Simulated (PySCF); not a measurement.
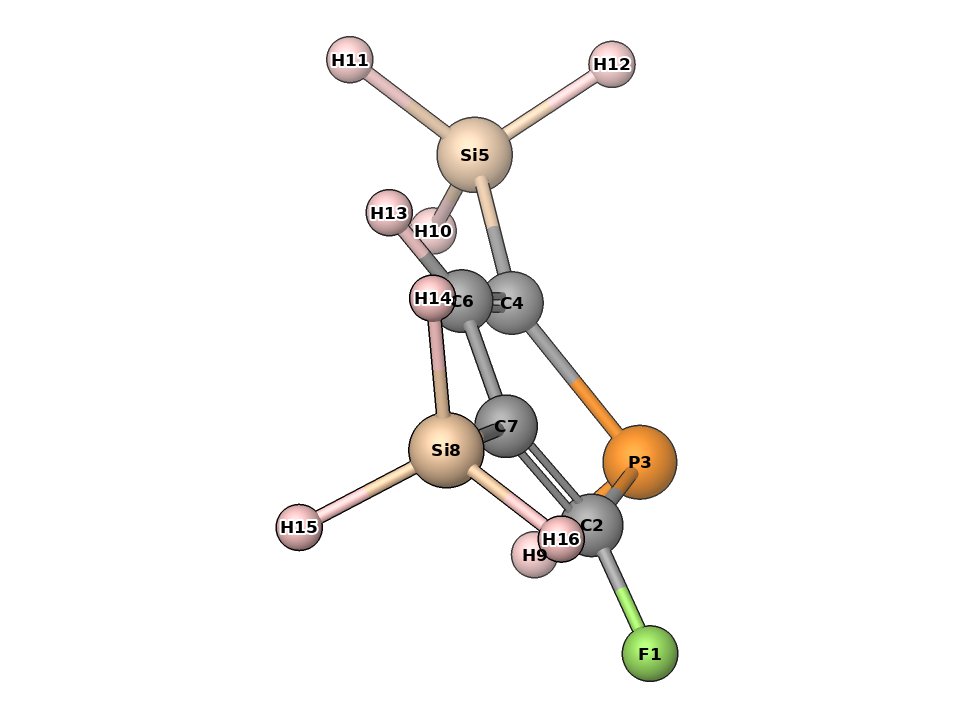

C7 lies behind Si8. The molecule seen a little off the Si8–C7 bond, Si8 in front. Distant atoms are faded towards the background colour. Computed geometry: GFN2-xTB optimisation. No frequency run is at hand to confirm it as a minimum.

**What is the torsion angle H14–Si8–C7–C2? The sign is positive where the front bond must turn clockwise to cover the back bond.**

149°, anticlinal.
